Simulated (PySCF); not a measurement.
CH2Cl2, SMILES `ClCCl`.

Computed with PySCF, PBE/def2-TZVP, geometry: GFN2-xTB. No frequency check shows the geometry to be a minimum. GFN2-xTB bond lengths at metals and heavier atoms can be off by up to 0.1 Å and shapes distorted, which carries into these values.

Geometry (Å), atoms numbered from 1:

```
Cl1      1.4619   -0.2195    0.0000
C2      -0.0000    0.7810    0.0000
Cl3     -1.4619   -0.2195    0.0000
H4       0.0000    1.3893    0.9030
H5      -0.0000    1.3893   -0.9030
```

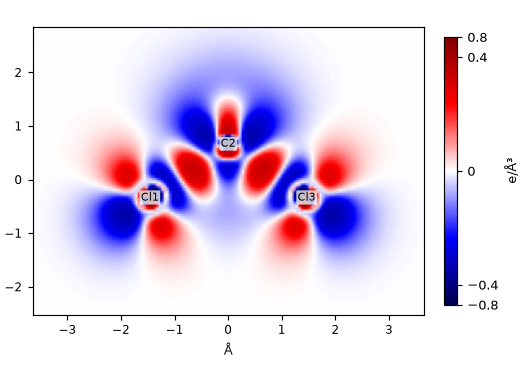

Deformation density (molecule less spherical, spin-averaged free atoms) in the plane of Cl1, C2 and Cl3; colour scale in e/Å³, logarithmic beyond ±0.1; red: gain, blue: loss.

Q: How much density has each bond in this plane gained at its critical point, relative to the free atoms?

A: C2–Cl3 and Cl1–C2: +0.20 e/Å³ at the bond critical point (bond length 1.77 Å, Mayer order 1.1). In all, 1.1 electrons gather in the regions of gain relative to the promolecule.
